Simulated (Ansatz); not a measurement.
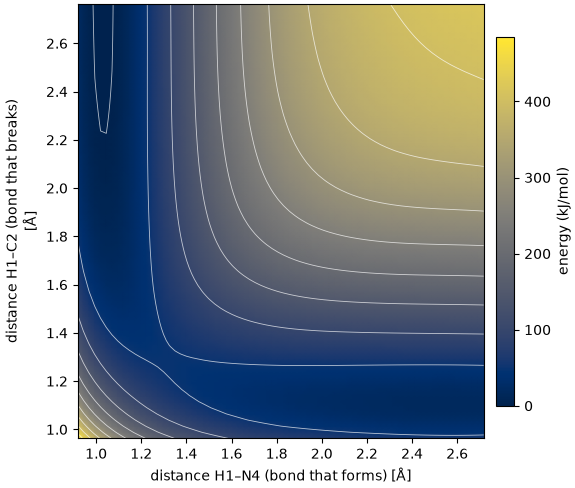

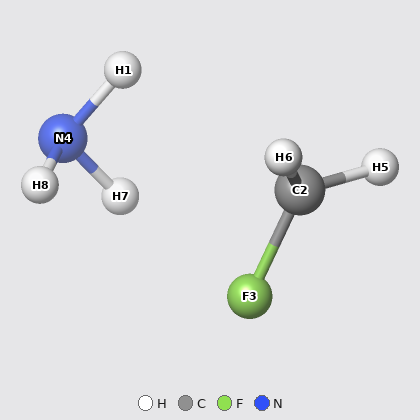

Energy landscape of the reacting system CH5FN (fragments CH₃F + H₂N where the first distance is long, H₃N + CH₂F where the second is long), spin multiplicity 2. The first coordinate is: distance H1–N4 (bond that forms); the second: distance H1–C2 (bond that breaks). Relaxed at each point: all other coordinates. Grid: 8 × 8 points. Points are written as (first, second). All energies are given in kJ/mol relative to the lowest grid point. In part of the range the unrestricted reference is strongly spin-contaminated. Theory: Ansatz 0.2.0, UKS r2SCAN-D4/def2-SVP.

The picture shows a smooth colour map with a few white contour lines. Between grid points the surface is interpolated. The second picture is the structure at the lowest point.

Describe this landscape.

Answer. The lowest grid point is at (1.076 Å, 2.763 Å). It lies in a valley that leaves the map towards separated partners. The highest grid point, (0.918 Å, 0.963 Å), lies 485 kJ/mol above the lowest. On the interpolated surface the lowest path from the side where the first distance is long, about (2.57 Å, 1.12 Å), to the side where the second distance is long, about (1.02 Å, 2.76 Å), has its top at about (1.32 Å, 1.29 Å), about 31 kJ/mol above the start and 52 kJ/mol above the end.

The input of one point:

```yaml
crystal:
  periodic: [false, false, false]
  atoms:
    - { symbol: H, position_ang: [1.121441, -0.626578, 0.613874] }
    - { symbol: C, position_ang: [-1.529294, -0.14676, -0.000575] }
    - { symbol: F, position_ang: [-1.077845, 0.824937, -0.798696] }
    - { symbol: "N", position_ang: [1.810649, 0.033266, 0.116507] }
    - { symbol: H, position_ang: [-1.643446, -1.138662, -0.447886] }
    - { symbol: H, position_ang: [-1.759504, 0.130829, 1.032349] }
    - { symbol: H, position_ang: [1.58413, -0.052139, -0.87803] }
    - { symbol: H, position_ang: [1.493769, 0.975003, 0.362356] }
magnetization:
  spin_polarized: true
  initial_magnetization: 1
basis:
  gaussian: { orbitals: def2-SVP }
hamiltonian:
  xc: r2scan
  dispersion: d4
output:
  forces: true
relax:
  f_tol: 0.02
  max_steps: 50
  escape_saddle: false
  constraints: [{ distance: [0, 3] }, { distance: [0, 1] }]
```

Time for the 64 points that were run: 36 min on 1 thread of Arm Neoverse V2 (shared host).
